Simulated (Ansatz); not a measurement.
## Computed frozen-phonon scan: C (space group P6_3/mmc)

Starting cell, C (space group P6_3/mmc):

```
C
1.0
    2.44493     0.00000     0.00000
   -1.22247     2.11738     0.00000
    0.00000     0.00000     6.63682
C
4
Direct
  0.00000   0.00000   0.25000
  0.00000   0.00000   0.75000
  0.33333   0.66667   0.25000
  0.66667   0.33333   0.75000
```

The atoms are displaced by Q × the pattern below (from a DFPT mode at Γ, largest move 1; Q in Å), at fixed cell. It is one choice among 2 degenerate patterns.

| atom | x | y | z |
|---|---|---|---|
| C1 | 0.000 | 1.000 | 0.000 |
| C2 | 0.000 | 1.000 | 0.000 |
| C3 | 0.000 | -1.000 | 0.000 |
| C4 | 0.000 | -1.000 | 0.000 |

Method: LDA (plane waves to 420 eV, PAW, scalar-relativistic; Ansatz, a program for electronic structure). k mesh 15×15×5 (Γ-centred), Fermi-Dirac smearing 0.05 eV. The energy includes the smearing's −TS. Left out: 4 of 13 points, with atoms too close for the PAW data. With partly filled bands, energies and forces of such displacements shift with the k mesh and the smearing. C was relaxed with its symmetry unable to fall. The zero of ΔE is the undisplaced structure.

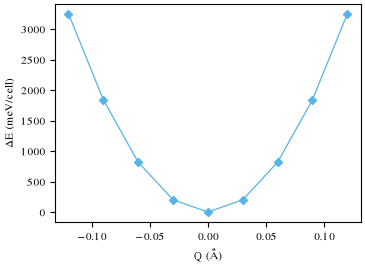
Figure. ΔE (meV/cell) against Q (Å); markers are the computed points, lines only join them.

The energy at Q = 0.120 Å is 3251 meV/cell. Harmonic wavenumber from the curvature (finite differences): 1596 cm⁻¹. Space group of the distorted cell: Amm2 (No. 38), lowered from P6_3/mmc. Shape of the curve: a single well with its minimum at or next to zero displacement. Wavenumber by perturbation theory (DFPT, on another k mesh): 1609 cm⁻¹.

E″ = 450.22 eV/Å², M = Σ mᵢ|uᵢ|² = 48.0 u, ν̃ = 521.5·√(|E″|/M).

(A displaced cell: forces are minus the slopes of the energy, force constants its curvatures, and phonons follow from these.)
